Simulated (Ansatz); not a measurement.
# SiTe (hypothetical, F-43m): thermal expansion from first principles, part 3 of 3

How much does SiTe (hypothetical) expand with temperature? The crystal structure is hypothetical: it was made by swapping elements on a known structure type.

Ansatz 0.2.0; DFT PBEsol, scalar-relativistic, plane waves, PAW.

So far. Step 2 (A first coarse run): The start is under -2.7 GPa at this level and looks like a metal on this mesh. Step 5 (Relaxing to small residual forces and stress): The residual pressure is 6.0e-4 GPa, small enough for phonons. The relaxed cell has a = 6.430 Å (conventional setting).

## (9) Phonons of the refused cell

The study refused this cell, so its phonons are run alone to see which modes are imaginary.

input.yaml reads:

```yaml
crystal:
  lattice:
    - [0.0, 3.2152260102, 3.2152260102]
    - [3.2152260102, 0.0, 3.2152260102]
    - [3.2152260102, 3.2152260102, 0.0]
  atoms:
    - { symbol: Si, position: [0.0, 0.0, 0.0] }
    - { symbol: Te, position: [0.75, 0.75, 0.75] }
kpoints:
  mp_grid: { grid: [12, 12, 12] }
hamiltonian:
  xc: pbesol
scf:
  occupations: { method: methfessel_paxton, width: 0.15 }
output:
  eigenvalues: true
phonons:
  method: dfpt
  qmesh: [4, 4, 4]
  temperatures: { t_max: 1000, t_step: 50 }
  qpath:
    path:
      - [[0.0, 0.0, 0.0], [-0.5, -0.5, 0.0], [-0.375, -0.375, 0.25]]
      - [[-0.375, 0.0, 0.375], [0.0, 0.0, 0.0], [0.0, 0.0, 0.5], [-0.5, -0.25, 0.25], [-0.5, -0.5, 0.0]]
    npoints: 10
```

Launch:

```bash
ansatz run input.yaml --threads 4 --pin off --max-ram 8192MiB --backend cpu --events-out ev --progress --plain --runs-dir out
```

Numbers of over 12 decimals in the logs are rounded to 6 here.

Output:

```text
[...]
Crystal: 2 atoms, lattice volume = 66.476 Å³
Basis set: ecut = 420 eV, 1291 PW (Γ), exchange–correlation on 64×64×64 points (8 copies of the dense FFT grid, shifted against one another)
Bands: 14, of which v1, the nominal top of the filled ones, is band 10 counted from 1 (9 counted from 0)
Symmetry: 24 space group operations
k-points: 72 of 1728 (time reversal used)
[...]
SCF iter   1: F=—  HF=-7521.813942 eV  |F-HF|=—  |Δ(HF+E_count)|=         —  Δρ=4.09e-3  dr2=2.42e-2  ethr=1.77e-3  ⟨swp⟩=5.7  Hψ=6184  notcnv=0
[...]
SCF iter   9: F=-7521.806833 eV  HF=-7521.806833 eV  |F-HF|=2.73e-12  |Δ(HF+E_count)|=  1.82e-12  S|Δr|=    0.00e0  Δρ=9.50e-9  dr2=2.84e-14  ethr=1.00e-12  ⟨swp⟩=6.0  Hψ=4201  notcnv=0
SCF 1 converged in 9 iterations: F = -7521.806833 eV  dr2 = 2.84e-14
[...]
SCF iter   4: F=-7521.806833 eV  HF=-7521.806833 eV  |F-HF|=9.09e-12  |Δ(HF+E_count)|=    0.00e0  S|Δr|=    0.00e0  Δρ=1.74e-7  dr2=8.08e-12  ethr=1.00e-12  ⟨swp⟩=2.6  Hψ=2700  notcnv=0
SCF 2 converged in 4 iterations: F = -7521.806833 eV  dr2 = 8.08e-12
phonons: the bands overlap, so this run is a metal and interpolates without the dipole-dipole term. If the crystal is really an insulator or semiconductor, its LO-TO splitting is missing
NSCF: frozen V_eff on 72 k-points
WARN: eigensolver did not converge in 2 slots of this pass, the one above among them; of largest residual over every band (k=8): 1 band(s) unlocked (lowest unlocked band 13, counted from 0; max residual 5.90e-6 eV among the unlocked bands, 5.90e-6 eV over every band); of lowest unlocked band (k=2): band 13
[...]
DFPT response loops at q = (0, 0, 0) (fractional): preconditioner auto → Kerker (q_TF=auto, 2.233 Å⁻¹) (partly filled bands, converged f_vac=0.018); β = 1.00, the filter's whole step (`scf.mixing.beta` (0.50) is not read by the response loops under this deck's `scf.mixing.preconditioner`; to damp them name `kerker` or `kerker_dos`, under which they read `scf.mixing.beta`, and type it under 1.00, their step now; both keys bind the ground state too); Broyden in place of MSR1
[...]
SCF converged after 9 iterations
[...]
Free energy (F): -7521.806833 eV
[...]
Internal energy: -7521.805684 eV  (E = F + TS)
E sigma→0 (E₀):  -7521.806546 eV
Entropy (-TS):   -0.001149 eV (-0.575 meV/atom)
Fermi energy:    5.991493 eV
[...]
--- Band table (eV; the first three rows and the last of 72) ---
  k-point 0: bands = [... 6 lower, 1.7504, 3.4677, 3.4677, 3.4677, 6.5099, 6.5099, 6.5099, 10.2649]
  k-point 1: bands = [... 6 lower, 1.3108, 3.4002, 3.4002, 3.7244, 6.6181, 6.6181, 6.6182, 10.5345]
  k-point 2: bands = [... 6 lower, 0.4763, 3.2362, 3.2362, 3.9774, 6.8809, 6.8809, 7.0685, 11.1654]
  k-point 71: bands = [... 6 lower, -2.2074, 1.3637, 1.5473, 6.6069, 7.3381, 8.1920, 8.6363, 12.0478]
--- Phonons (Γ-DFPT): 2 representative perturbations + reference (Σ response iterations 6) ---
  ASR residual: 1.378e-5 → 0.000e0 eV/Å²; symmetrization residual: 1.415e-5 eV/Å²
  ASR residual per site (eV/Å²): 1.38e-5 9.39e-6
  Γ frequencies (cm⁻¹): 0.00 0.00 0.00 200.55 200.55 200.55
--- Phonons (arbitrary-q DFPT): 8 irreducible q on the 4×4×4 mesh ---
  q = [0.0000, 0.0000, 0.0000] (star 1, of the zone-centre solve; hermiticity 8.31e-6, symmetrization 2.03e-11): -0.00 0.00 0.00 200.55 200.55 200.55
  q = [0.0000, 0.0000, 0.2500] (star 8, 2 solved perturbations on 936 of 1728 k-point pairs; hermiticity 2.73e-6, symmetrization 1.02e-11): -33.57 -33.57 14.47 181.07 181.07 194.29
[...]
q = [0.0000, 0.2500, 0.2500] (star 6, 4 solved perturbations in 1608 linear systems a pass and spin channel, the states on 510 of 1728 k-point pairs; hermiticity 6.79e-6, symmetrization 7.64e-13): -55.96 -55.96 47.56 155.73 155.73 184.52
[...]
sum rule: each row above includes the acoustic sum rule's correction from the zone centre's row sums; it moved no ω² by more than (0.37 cm⁻¹)²
  mesh force constants: q→R imaginary residual 4.32e-18; ASR residual 1.378e-5 → 0.000e0 eV/Å²; symmetrization residual 8.882e-16 eV/Å²
  interpolated dispersion: 62 rows × 6 modes
  density of states and harmonic sums: on the 20×20×20 q-mesh, interpolated from the force constants of a 4×4×4 supercell (no non-analytic term)
  largest difference from the sums on the solved wave vectors: F 8.30e-3 eV, S 1.01e-5 and C_V 1.08e-6 eV/K
  zero-point energy: 0.034480 eV/cell   skipped modes (ω ≤ 0): 516, of them read as no rigid motion or as one in doubt: 513 (2.003e0 modes/cell left out, lowest -67.64 cm⁻¹)   left out of the sums: 3.34e-1 of the cell's modes: C_V's classical limit lies that fraction below 3 k_B per atom; for a crystal, a wire or a layer, F and S can be off by more, and a phonons.interpolated_qmesh denser along its periods is the remedy for the sampling
```

It took 4.2 min on 4 threads of AMD EPYC 7R43, shared host; peak memory 3.5 GiB.

Numbers from this step:

```
Γ frequencies                : 0, 0, 0, 200.6, 200.6, 200.6 cm⁻¹ (negative: imaginary)
lowest frequency on the path : -67.36 cm⁻¹
point group                  : -43m
highest frequency            : 206 cm⁻¹
```

No LO-TO term. The phonon branches at the labelled points (cm⁻¹):

```
    point  branch 1  branch 2  branch 3  branch 4  branch 5  branch 6
        Γ         0         0         0       201       201       201
        X       -48       -48        59       113       113       163
        U       -54       -35        65       132       138       193
jump to K       -54       -35        65       132       138       193
        Γ         0         0         0       201       201       201
        L       -26       -26        13       170       170       203
        W       -66       -33        68       132       136       194
        X       -48       -48        59       113       113       163
```

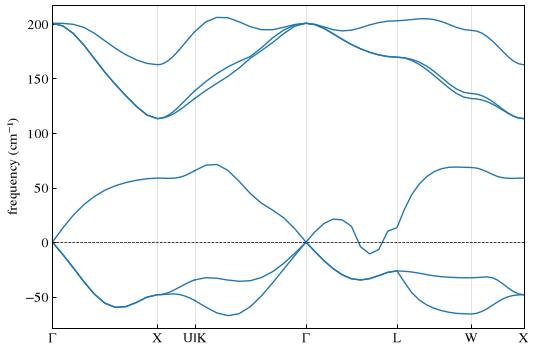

Phonon branches along the path.

Tetrahedra on 20 20 20, mean over bins of 5 cm⁻¹. Table of phonon density of states by wavenumber; read off at these points:

```
wavenumber (cm⁻¹)  phonon density of states (1/cm⁻¹/cell)
              -68                                  0.0184
              -62                                  0.0608
              -52                                  0.0367
              -38                                  0.0531
              -32                                  0.0919
              -18                                  0.0016
               -2                                  1.0e-4
               12                                  7.7e-4
               28                                 0.00716
               48                                  0.0180
               58                                  0.0374
               62                                  0.0328
               78                                       0
               92                                       0
              112                                  3.2e-4
              128                                  0.0138
              142                                  0.0364
              158                                  0.0444
              168                                  0.0488
              178                                  0.0226
              192                                  0.0447
              202                                  0.0567
              208                                 0.00631
```

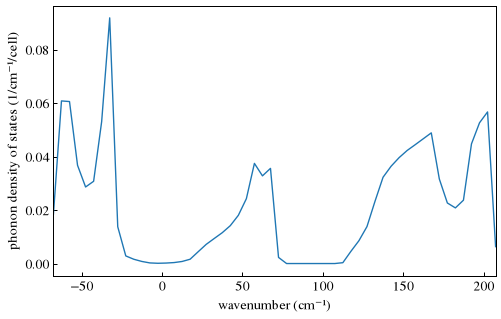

Phonon density of states, plotted against wavenumber.

No LO-TO term. The modes at Γ (shares of kinetic energy by element, %):

```
mode  frequency (cm⁻¹)  symmetry  Si %  Te %
   1               0.0        T2    18    82
   2               0.0        T2    18    82
   3               0.0        T2    18    82
   4             200.6        T2    82    18
   5             200.6        T2    82    18
   6             200.6        T2    82    18
```

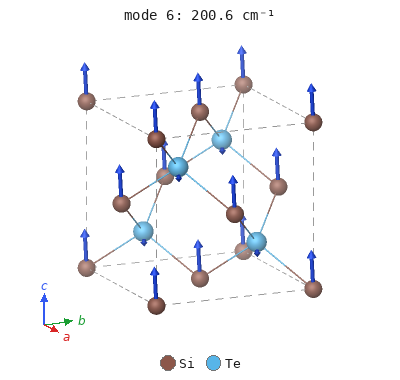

Displacement patterns of mode 6 at Γ; arrows are exaggerated. Bonds to atoms that aren't drawn are left out. Some periodic images of atoms are drawn too.

Lowest modes at the softest wavevector of the mesh; phase exp(i q.(R + tau)). Modes at q = (0.000, 0.250, -0.250), with each element's share of the kinetic energy (negative means imaginary):

```
mode  frequency (cm⁻¹)  Si %  Te %
   1             -67.3    22    78
   2             -35.3    16    84
   3              62.7     4    96
   4             154.4    84    16
   5             162.5    77    23
   6             204.6    97     3
```

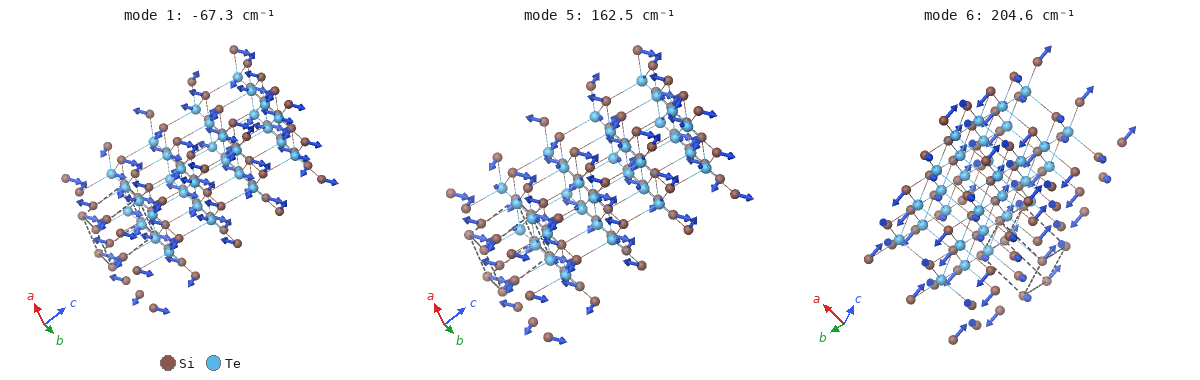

Displacement patterns of modes 1, 5 and 6 at q = (0.000, 0.250, -0.250); arrows are exaggerated. Bonds to atoms that aren't drawn are left out. 2×4×4 cells are drawn. The axes are those of the cell as run, not the conventional ones. Some periodic images of atoms are drawn too.

The modes has structure finer than the step of the table below, so its rows give means over 10 cm⁻¹, whole bins alone (the curve runs from -77.7 to 222 cm⁻¹). Peaks (cm⁻¹: height): Si -62.6: 0.0120, -34.3: 0.0127, 165.6: 0.0405, 195.8: 0.053; Te -58.8: 0.0496, -32.4: 0.0742, 60.0: 0.0359.

Phonopy on the run's constants, 15x15x15 mesh, Gaussian sigma 2.1 cm⁻¹. Modes against wavenumber; means over each step; values in 1/cm⁻¹/cell:

```
wavenumber (cm⁻¹)       Si       Te
              -70  0.00278  0.00975
              -60   0.0108   0.0452
              -50  0.00505   0.0289
              -40  0.00645   0.0378
              -30  0.00737   0.0424
              -20   5.0e-4  0.00239
              -10   1.4e-4   9.0e-4
                0   1.9e-5   1.3e-4
               10   7.1e-5   6.2e-4
               20   3.0e-4  0.00199
               30   8.6e-4  0.00763
               40  0.00105   0.0117
               50  0.00106   0.0209
               60   6.5e-4   0.0334
               70   2.2e-4   0.0189
               80   1.2e-6   9.0e-5
               90        0        0
              100        0        0
              110   5.8e-4   2.8e-5
              120  0.00621   5.5e-4
              130   0.0165  0.00247
              140   0.0280  0.00566
              150   0.0332  0.00720
              160   0.0372  0.00816
              170   0.0335  0.00637
              180   0.0199  0.00244
              190   0.0315  0.00229
              200   0.0482  0.00197
              210  0.00788   1.5e-4
```

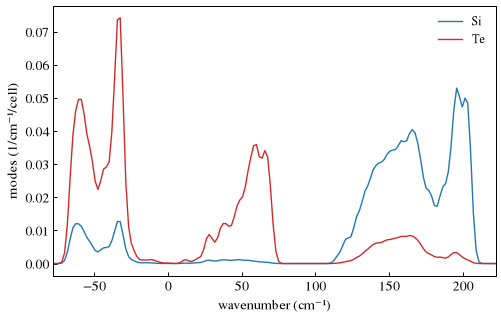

Modes against wavenumber.

The lowest solved frequency is -67.3 cm⁻¹, so the cell is unstable here and gives no valid free energy.

## (10) Summary of results

| Property | Result |
| --- | --- |
| lowest frequency at the solved wavevectors | -67.3 cm⁻¹ |

What this shows: With imaginary harmonic modes at the relaxed cell the quasi-harmonic free energy is undefined, so no expansion is obtained for this phase at this level. The softest solved mode is 67i cm⁻¹ at q = (0, 0.25, -0.25), and 7 of 8 solved wavevectors carry a mode beyond 8i cm⁻¹. In a metal soft modes also hang on the k-mesh and the smearing, which were not converged here. The program warned that a few bands missed the eigensolver's threshold in at least one of the runs. The interpolation has no quadrupole term, so branches near the zone centre are less sure, since this crystal has sites that are not centres of inversion. The PAW files were made for PBE and are used here under another functional, for which the program regenerates the frozen cores.

[Logs are printed without paths, hosts, clocks, repeated set-up lines and the standing remarks that a program may print on its own settings, such as how far it seeks lower states.]

[Hosts, paths, dates, database ids (printed as entryN), source tags and the programs' standing remarks are cut or masked in the printed files.]

[A step with changed settings may run another functional than the one named; its input shows which.]
